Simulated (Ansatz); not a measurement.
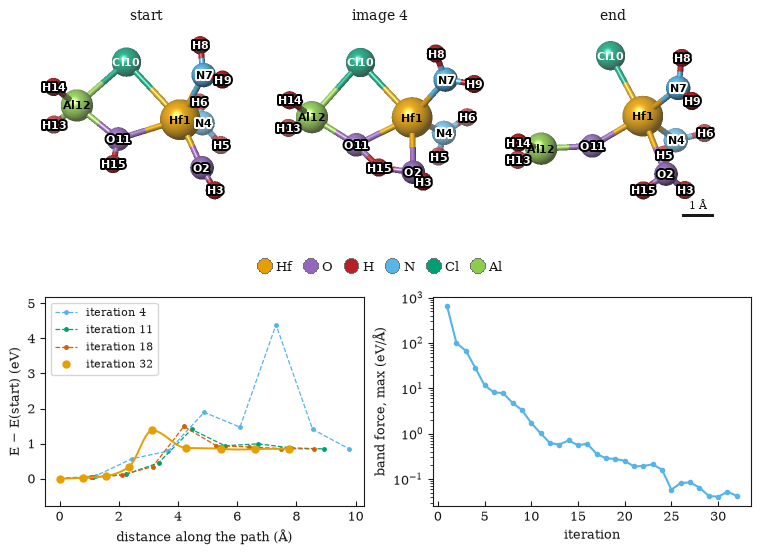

A nudged-elastic-band calculation for HfAlN2H8O2Cl. Images are numbered from 0 (start) to 8 (end). The plot follows the band through its iterations. Style: ball-and-stick. Shown from a free direction.

These are results of Ansatz, RHF/def2-SVP, not measurements. Run with 7 movable images; climbing image; force threshold 0.05 eV/Å; iteration limit 60; spring constant 50.0 eV/Å²; starting path through a guess of the saddle point.

How did the profile develop, and is the result final?

Answer. The run is converged, with reservations. The band converged in 32 iterations. The largest component of the band force went from 640 to 0.043 eV/Å. The climbing image converged on the top of the path. Its curvatures weren't checked. The spring constant is far from the usual few eV/Å², which spoils the spacing or the steps. The first iteration put the highest image at 89.57 eV. Forward barrier 1.37 eV, backward barrier 0.53 eV, with image 4 at the top; the reaction energy is +0.85 eV.

Limits of the set-up: Hartree-Fock leaves out electron correlation.

The run took 8.7 min on 4 threads of Arm Neoverse V2 (shared host), peak memory 0.52 GiB.
